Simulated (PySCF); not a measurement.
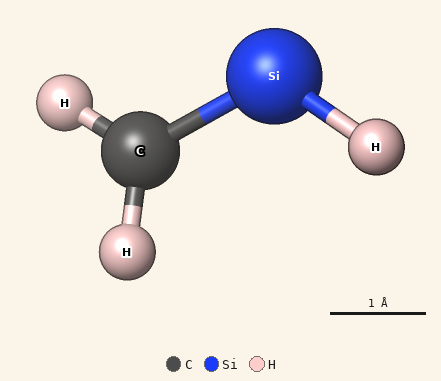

**Figure 1.** The structure (ball-and-stick view, seen at a tilt).

## CH3Si: single-point calculation

CH3Si, multiplicity 2, computed with PBE/def2-TZVP, UKS (PySCF 2.14.0).

The geometry was optimised with PBE0-D4/def2-TZVP.

## Output
```
[file] SyntaxWarning: invalid escape sequence '\W'
  S = {(paw_set(r)[0], bool(re.search(r"spin_orbit\W+true|paw_fr", str((r.get("files") or {}).get("input") or "")) or re.search("(?i)spin.orbit\W+(value\W+)?(true|yes)|value\W+spin-orbit", json.dumps(r.get("inputs"), default=str)))) for r in records}

WARN: HOMO -0.199194467809573 >= LUMO -0.19919446780958

converged SCF energy = -329.108231189375  <S^2> = 0.76443535  2S+1 = 2.0143836
E(PBE) = -329.108231189
```

The run was set up as follows.

## The input (calc.py)
```python
from pyscf import gto, dft

mol = gto.Mole()
mol.atom = '''
C        0.165024      -0.360179      -0.464094
Si       0.560691       0.215616       1.090647
H        0.292880      -1.390890      -0.770584
H       -0.240478       0.314910      -1.213591
H        0.365440       1.651216       1.465308
'''
mol.charge = 0
mol.max_memory = 1860
mol.spin = 1
mol.verbose = 3
mol.basis = 'def2-tzvp'
mol.build()

mf = dft.UKS(mol)
mf.xc = 'pbe'
mf.grids.level = 5
mf.conv_tol = 1e-10
mf.kernel()
if not mf.converged:
    mf = mf.newton().run(mf.mo_coeff, mf.mo_occ)

energy = mf.e_tot
print('E(%s) = %.9f' % ('PBE', energy))
```

Run as:
```bash
OMP_NUM_THREADS=1 python calc.py
```

## Summary

```csv
quantity,value
outcome,converged
total energy,−329.108231 hartree
basis functions,86
⟨S²⟩,0.764
dipole moment,0.50 D
hardware,"1 thread of Arm Neoverse V2, 24 GiB of memory available, shared host"
wall time,17 s
peak memory,0.42 GiB
```
